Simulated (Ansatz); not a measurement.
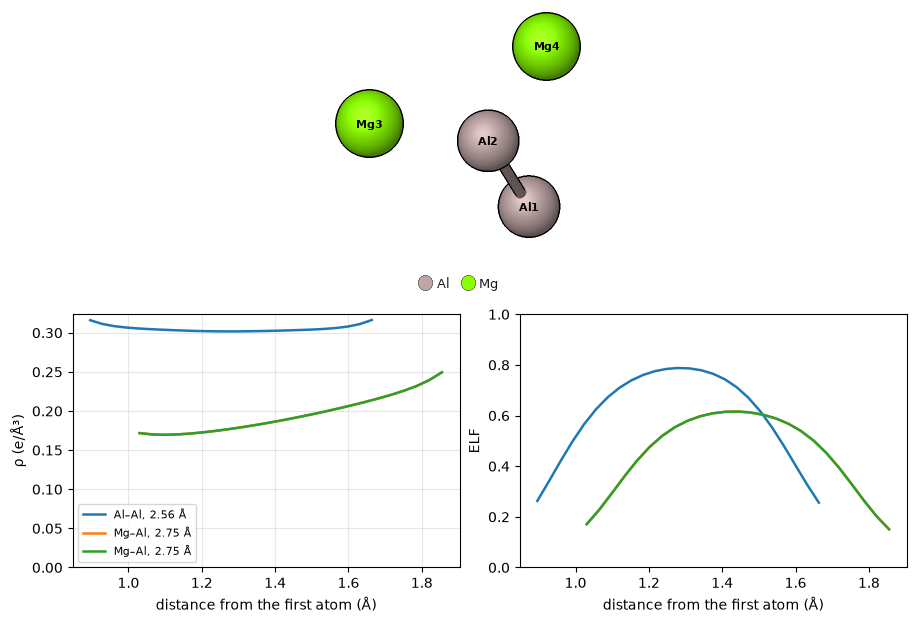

Figure 1: Al$_{2}$···Mg···Mg (triplet). Total electron density and ELF along straight lines between neighbouring atoms. The curves leave out the atomic cores. The structure is drawn too.

Geometry: PBE0-D4/def2-TZVP.

Computed with UKS PBE0-D4/def2-TZVP in Ansatz 0.2.0.

```xyz
4

Al    0.9965    0.0081   -1.2930
Al    1.0059    0.3010    1.2494
Mg   -0.9719   -1.7924    0.2109
Mg   -1.0305    1.4833   -0.1672
```

**Compare the contacts.**

Al–Al (2.56 Å): ρ is about 0.3 e/Å³ halfway; the ELF peaks at about 0.80 between the atoms: localised, covalent bonding.
Mg–Al (2.75 Å): ρ is about 0.18 e/Å³ halfway; the ELF reaches about 0.60 near the midpoint.
Mg4···Al2 (2.75 Å): the density falls to about 0.17 e/Å³ on the way; the ELF reaches about 0.60 near the midpoint.
